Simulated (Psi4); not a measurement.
**r2SCAN/6-311+G(d,p) run of C3O2 (carbon suboxide)**

Aim: the energy change on altering one bond length of C3O2 (carbon suboxide) at r2SCAN/6-311+G**, from 2 runs. The job is set up through a Python script.

The calculation is run with Psi4 1.11.

2 further runs of the same task are left out: 2 set aside as unsound or not needed.

## Step 1: Starting point

The species is C3O2 (5 atoms), meant as a singlet with charge 0. As SMILES, `O=C=C=C=O`. Geometry: relaxed at PBE0-D4/def2-TZVP.

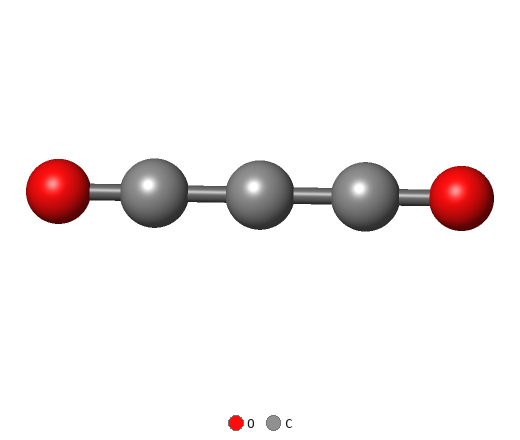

Viewed from a chosen angle; oxygen red, carbon grey.

## Step 2: Energy and forces at r2SCAN/6-311+G(d,p)

The input, job.py:

```python
import psi4

psi4.set_memory('1600 MB')
psi4.set_num_threads(1)
psi4.set_output_file('psi4.out', False)

molecule = psi4.geometry("""
0 1
O      0.309400    -2.066800     1.252900
C      0.166300    -1.090000     0.652600
C      0.008600    -0.014800    -0.008100
C     -0.146600     1.060500    -0.669200
O     -0.287900     2.037500    -1.269700
symmetry c1
no_reorient
no_com
""")

psi4.set_options({
    'basis': '6-311+G**',
    'puream': True,
    'e_convergence': 1e-09,
    'd_convergence': 1e-08,
    'scf_type': 'pk',
    'dft_radial_points': 99,
    'dft_spherical_points': 590,
})

energy_value, wavefunction = psi4.gradient('r2scan', return_wfn=True)
psi4.oeprop(wavefunction, 'QUADRUPOLE', 'LOWDIN_CHARGES', 'MULLIKEN_CHARGES')
print('gradient / Eh bohr^-1')
print(energy_value.np.round(6))
print(f'energy = {wavefunction.energy():.10f} Eh')
```

Run with:

```console
$ python job.py
```

psi4.out:

```text
[...]
  Running in c1 symmetry.
[...]
  Nuclear repulsion =  123.055122810583683
[...]
  Multiplicity = 1
[...]
  Nalpha       = 17
  Nbeta        = 17
[...]
    Number of basis functions: 110
[...]
   @RKS iter   1:  -264.41207458729940   -3.26890e-01   7.06572e-03 DIIS/ADIIS
[...]
   @RKS iter  12:  -264.67212077994907   -5.00222e-12   6.90195e-10 DIIS
[...]
    Orbital Energies [Eh]
    ---------------------
    Doubly Occupied:
       1A    -19.039723     2A    -19.039710     3A    -10.186831
       4A    -10.186821     5A    -10.075622     6A     -1.112125
       7A     -1.111417     8A     -0.800735     9A     -0.677508
      10A     -0.503938    11A     -0.496149    12A     -0.461727
      13A     -0.461727    14A     -0.436828    15A     -0.436828
      16A     -0.277257    17A     -0.277257
[...]
  @RKS Final Energy:  -264.67212077994907
   => Energetics <=
    Nuclear Repulsion Energy =            123.0551228105836827
    One-Electron Energy =                -602.6744941460940481
    Two-Electron Energy =                 248.2026825578733451
    DFT Exchange-Correlation Energy =     -33.2554320023120624
    Empirical Dispersion Energy =           0.0000000000000000
    VV10 Nonlocal Energy =                  0.0000000000000000
    Total Energy =                       -264.6721207799490685
[...]
  -Total Gradient:
     Atom            X                  Y                   Z
    ------   -----------------  -----------------  -----------------
       1       -0.002091889101     0.014328237736    -0.008804226122
       2        0.001891202816    -0.012927354726     0.007941850203
       3       -0.000015097571     0.000014010440     0.000000272914
       4       -0.001841523139     0.012824199696    -0.007897997362
       5        0.002058084223    -0.014239023825     0.008760062964
[...]
 Multipole Moments:
 ------------------------------------------------------------------------------------
     Multipole            Electronic (a.u.)      Nuclear  (a.u.)        Total (a.u.)
 ------------------------------------------------------------------------------------
 L = 1.  Multiply by 2.5417464519 to convert [e a0] to [Debye]
 Dipole X            :         -0.6457390            0.6459084            0.0001694
 Dipole Y            :          0.9450171           -0.9452410           -0.0002239
 Dipole Z            :          0.5340800           -0.5340366            0.0000434
 Magnitude           :                                                    0.0002841
 L = 2.  Multiply by 1.3450342976 to convert [e a0^2] to [Debye ang]
 Quadrupole XX       :        -25.4502786            6.1573922          -19.2928864
 Quadrupole XY       :         42.8275513          -42.2446072            0.5829441
[...]
  Mulliken Charges: (a.u.)
   Center  Symbol    Alpha    Beta     Spin     Total
       1     O     4.07054  4.07054  0.00000 -0.14108
       2     C     3.59059  3.59059  0.00000 -1.18118
       3     C     1.67759  1.67759  0.00000  2.64481
       4     C     3.59072  3.59072  0.00000 -1.18144
       5     O     4.07056  4.07056  0.00000 -0.14111
   Total alpha = 17.00000, Total beta = 17.00000, Total charge = -0.00000
  Lowdin Charges: (a.u.)
   Center  Symbol    Alpha    Beta     Spin     Total
       1     O     4.00606  4.00606  0.00000 -0.01212
[...]
```

The script printed:

```text
Memory set to   1.490 GiB by Python driver.
  Threads set to 1 by Python driver.
gradient / Eh bohr^-1
[[-2.0920e-03  1.4328e-02 -8.8040e-03]
 [ 1.8910e-03 -1.2927e-02  7.9420e-03]
 [-1.5000e-05  1.4000e-05  0.0000e+00]
 [-1.8420e-03  1.2824e-02 -7.8980e-03]
 [ 2.0580e-03 -1.4239e-02  8.7600e-03]]
energy = -264.6721207799 Eh
```

Run time: 38 s. Hardware: 1 thread of Intel Xeon Platinum 8488C (Sapphire Rapids), shared host; peak memory 0.53 GiB.

## Step 3: The distorted shape, same level

The input, c3o2.xyz:

```xyz
5
C3O2
O      0.423875    -2.848205     1.733119
C      0.166300    -1.090000     0.652600
C      0.008600    -0.014800    -0.008100
C     -0.146600     1.060500    -0.669200
O     -0.287900     2.037500    -1.269700
```

The input, c3o2.py:

```python
import psi4

psi4.set_memory(1600000000)
psi4.set_num_threads(1)
psi4.core.set_output_file('psi4.out', False)

with open('c3o2.xyz') as f:
    atoms = ''.join(f.readlines()[2:])
m = psi4.geometry('0 1\n' + atoms + 'symmetry c1')

options = {'basis': '6-311+G**', 'puream': True, 'e_convergence': 1e-09, 'd_convergence': 1e-08, 'scf_type': 'pk', 'dft_radial_points': 99, 'dft_spherical_points': 590}
psi4.set_options(options)

E, wfn = psi4.gradient('r2scan', return_wfn=True)
psi4.oeprop(wfn, 'QUADRUPOLE', 'MAYER_INDICES', 'LOWDIN_CHARGES')
print('gradient / Eh bohr^-1')
print(E.np.round(6))
print(f'energy = {wfn.energy():.10f} Eh')
```

Run with:

```console
$ python c3o2.py
```

psi4.out:

```text
[...]
  Running in c1 symmetry.
[...]
  Nuclear repulsion =  107.909936472964489
[...]
  Multiplicity = 1
[...]
  Nalpha       = 17
  Nbeta        = 17
[...]
    Number of basis functions: 110
[...]
   @RKS iter   1:  -264.17131715629750   -7.38656e-01   6.28653e-03 DIIS/ADIIS
[...]
   @RKS iter  14:  -264.38441682470307    5.11591e-13   5.40268e-09 DIIS
[...]
    Orbital Energies [Eh]
    ---------------------
    Doubly Occupied:
       1A    -19.108931     2A    -19.007364     3A    -10.248940
       4A    -10.207587     5A    -10.128856     6A     -1.173235
       7A     -0.854409     8A     -0.835623     9A     -0.728491
      10A     -0.558816    11A     -0.508989    12A     -0.508989
      13A     -0.387401    14A     -0.361070    15A     -0.361070
      16A     -0.250905    17A     -0.250905
[...]
  @RKS Final Energy:  -264.38441682470307
   => Energetics <=
    Nuclear Repulsion Energy =            107.9099364729644890
    One-Electron Energy =                -572.2176575722814960
    Two-Electron Energy =                 232.8234536479262999
    DFT Exchange-Correlation Energy =     -32.9001493733123809
    Empirical Dispersion Energy =           0.0000000000000000
    VV10 Nonlocal Energy =                  0.0000000000000000
    Total Energy =                       -264.3844168247030666
[...]
  -Total Gradient:
     Atom            X                  Y                   Z
    ------   -----------------  -----------------  -----------------
       1        0.013343242862    -0.091061338063     0.055962281093
       2       -0.009541969599     0.065285198555    -0.040125706152
       3       -0.007883484359     0.053829675895    -0.033073410633
       4        0.004905623276    -0.033674315641     0.020683009264
       5       -0.000777711616     0.005312449200    -0.003256669184
[...]
 Multipole Moments:
 ------------------------------------------------------------------------------------
     Multipole            Electronic (a.u.)      Nuclear  (a.u.)        Total (a.u.)
 ------------------------------------------------------------------------------------
 L = 1.  Multiply by 2.5417464519 to convert [e a0] to [Debye]
 Dipole X            :         -0.2417167            0.0002979           -0.2414187
 Dipole Y            :          1.6542111           -0.0019875            1.6522237
 Dipole Z            :         -1.0167027            0.0012209           -1.0154818
 Magnitude           :                                                    1.9543104
 L = 2.  Multiply by 1.3450342976 to convert [e a0^2] to [Debye ang]
 Quadrupole XX       :        -28.6335611            8.3893678          -20.2441933
 Quadrupole XY       :         58.5052511          -57.5744598            0.9307912
[...]
```

Standard output:

```text
Memory set to   1.490 GiB by Python driver.
  Threads set to 1 by Python driver.
gradient / Eh bohr^-1
[[ 0.013343 -0.091061  0.055962]
 [-0.009542  0.065285 -0.040126]
 [-0.007883  0.05383  -0.033073]
 [ 0.004906 -0.033674  0.020683]
 [-0.000778  0.005312 -0.003257]]
energy = -264.3844168247 Eh
```

Wall time 39 s (1 thread of Intel Xeon Platinum 8488C (Sapphire Rapids), shared host); peak memory 0.53 GiB.

## Step 4: Outcome

At r2SCAN/6-311+G**:

| quantity | value |
| --- | --- |
| first shape: total energy | -264.67212 Eh |
| first shape: dipole moment | 0.00 D |
| first shape: HOMO energy | -7.54 eV |
| first shape: LUMO energy | -2.57 eV |
| first shape: HOMO–LUMO gap | 4.97 eV |
| first shape: largest force on an atom | 0.871 eV/Å |
| distorted shape: total energy | -264.38442 Eh |
| distorted shape: dipole moment | 4.97 D |
| distorted shape: HOMO energy | -6.83 eV |
| distorted shape: LUMO energy | -5.24 eV |
| distorted shape: HOMO–LUMO gap | 1.58 eV |
| distorted shape: largest force on an atom | 5.539 eV/Å |
| energy change with the O1–C2 bond stretched from 1.155 to 2.080 Å | 7.829 eV |

What this shows: One bond (distorted shape) is far stretched, which a spin-restricted single reference describes badly; a broken-symmetry solution may lie lower. With the O1–C2 bond stretched from 1.155 to 2.080 Å the energy rises by 7.83 eV (181 kcal/mol). The first shape isn't relaxed at this level, so the change isn't measured from a minimum. A restricted reference can't describe the breaking bond well at this length. The largest force (first shape) is 0.87 eV/Å: the shape isn't a stationary point for this species at this level. Mulliken charges (first shape) run from -1.18 on C4 to +2.64 on C3; in a basis this large or diffuse they mean little.
